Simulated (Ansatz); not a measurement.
# BBrF2 (SMILES FB(F)Br): methods side by side

The species is BBrF2 (4 atoms), meant as a singlet with charge 0. As SMILES, `FB(F)Br`. The coordinates come from a PBE0-D4/def2-TZVP relaxation.

Each level gives the atomisation enthalpy at 298 K (kJ/mol). The values are calculated. The thermal term (zero-point and 298 K enthalpy, harmonic and unscaled) is that of PBE0-D4/def2-TZVP; the spin-orbit lowering of the free atoms at 298 K, 17.3 kJ/mol by their spectra, is taken off.

**What was measured.** NIST-JANAF tables; in doubt: it rests on an older heat of the boron atom gives the atomisation enthalpy at 298 K of the gas as 1661 kJ/mol.

```json
{"level": "SVWN5/aug-cc-pVDZ", "kind": "LDA", "program": "Ansatz", "value (kJ/mol)": "1911", "computed − measured": "+250"}
{"level": "r2SCAN/aug-cc-pVDZ", "kind": "meta-GGA", "program": "Ansatz", "value (kJ/mol)": "1634", "computed − measured": "-27"}
{"level": "B3LYP/aug-cc-pVDZ", "kind": "global hybrid", "program": "Ansatz", "value (kJ/mol)": "1583", "computed − measured": "-78"}
{"level": "wB97X/aug-cc-pVDZ", "kind": "range-separated hybrid", "program": "Ansatz", "value (kJ/mol)": "1602", "computed − measured": "-59"}
{"level": "B2PLYP/aug-cc-pVDZ", "kind": "double hybrid", "program": "Ansatz", "value (kJ/mol)": "1583", "computed − measured": "-78"}
{"level": "RPA@PBE0/aug-cc-pVDZ", "kind": "RPA", "program": "Ansatz", "value (kJ/mol)": "1461", "computed − measured": "-200"}
{"level": "MP2/aug-cc-pVDZ", "kind": "perturbation theory", "program": "Ansatz", "value (kJ/mol)": "1622", "computed − measured": "-39"}
{"level": "CCSD(T)/aug-cc-pVDZ", "kind": "coupled cluster or CI", "program": "Ansatz", "value (kJ/mol)": "1521", "computed − measured": "-140"}
```

Nearest: r2SCAN/aug-cc-pVDZ (-27 kJ/mol); farthest: SVWN5/aug-cc-pVDZ (+250 kJ/mol). Computed less measured by kind, in kJ/mol (aug-cc-pVDZ rows): LDA +250; meta-GGA -27; global hybrid -78; range-separated hybrid -59; double hybrid -78; RPA -200; perturbation theory -39; coupled cluster or CI -140. Wave-function methods converge slowly with the basis and bind too weakly in sets of this size; that is part of their error here. The measured heats of formation of B, Si, Al and metal atoms are uncertain by some kJ/mol each. All-electron rows without a relativistic Hamiltonian named are non-relativistic. In the correlated wave-function rows the outer d shell of Br is correlated, in sets not made for it.

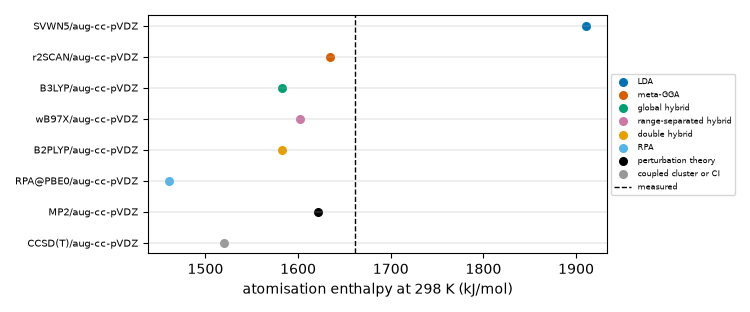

The values of the table, level by level.
